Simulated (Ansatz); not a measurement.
## Run report: CH$_{3}$FOSi, molecular dynamics

CH$_{3}$FOSi, set up with RKS PBE, rpa/def2-SVP (Ansatz 0.2.0).

The geometry comes from this level: PBE0-D4/def2-TZVP.

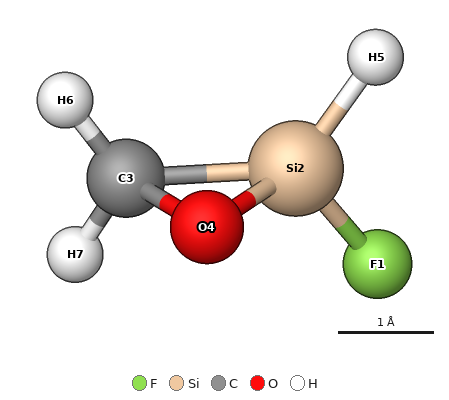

*The input geometry (ball-and-stick view, seen at an oblique angle; atoms are numbered from 1 in the order of the input).*

Bond lengths as drawn: C–H 1.09 Å, C–O 1.50 Å, C–Si 1.79 Å, F–Si 1.58 Å, H–Si 1.47 Å and O–Si 1.63 Å.

Input file:
```yaml
crystal:
  periodic: [false, false, false]
  atoms:
    - {symbol: F, position_ang: [-2.105360, -0.021946, 0.299545]}
    - {symbol: Si, position_ang: [-0.702870, 0.117398, -0.423880]}
    - {symbol: C, position_ang: [0.837403, 0.019343, 0.481968]}
    - {symbol: O, position_ang: [0.336768, -1.140574, -0.335143]}
    - {symbol: H, position_ang: [-0.938247, 0.760002, -1.724151]}
    - {symbol: H, position_ang: [1.782307, 0.408566, 0.110753]}
    - {symbol: H, position_ang: [0.851198, -0.210688, 1.545109]}
basis:
  gaussian: {orbitals: def2-SVP}
hamiltonian: {xc: {name: PBE}}
correlation: {method: rpa}
md: {timestep: 2 fs, n_steps: 50, ensemble: nvt_langevin, temperature: 300, initial_velocities: maxwell_boltzmann, friction: 0.01, seed: 897}
```

Launch command:
```bash
ansatz run in.yaml --threads 2 --pin off --events-out ev --progress --plain --max-ram 4352MiB
```

Log:
```
Error: forces are implemented only for Hartree–Fock and Kohn–Sham states of molecules, for MP2, coupled cluster and FCI on these and for active spaces without a correction or with SC-NEVPT2: ask for no forces
```

Outcome:

- outcome: refused by the program
- hardware: 2 threads of Arm Neoverse V2, 23 GiB of memory available, shared host

What went wrong:

The program refused the input: “forces are implemented only for Hartree–Fock and Kohn–Sham states of molecules, for MP2, coupled cluster and FCI on these and for active spaces without a correction or with SC-NEVPT2: ask for no forces”
